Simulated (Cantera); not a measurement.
Feed: 1 mol acetone, 0.76 mol H2O, 3 mol H2, at 0.460 bar.

Equilibrium computed with Cantera from the NASA thermochemical tables; the gas is ideal and each condensed phase is pure. Candidate condensed phases: C, C6H6, C7H8, C8H18, H2O; 110 gas species. The feed counts by its element totals alone. Equilibrium is a limit: real reactors are often held back by kinetics, nucleation or transport.

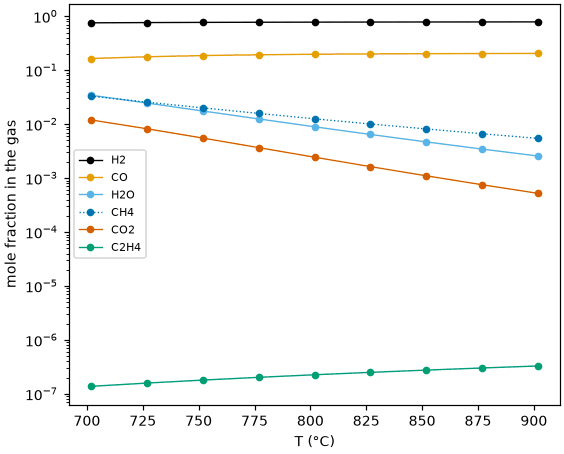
Figure. Equilibrium gas composition (values under 1e-9 drawn at 1e-9)

Problem. Read off the mole fractions at 877 °C.

Solution. H2 about 0.79, CO about 0.20, CH4 about 0.0066, H2O about 0.0035, CO2 about 0.00075, C2H4 about 3.0e-7.
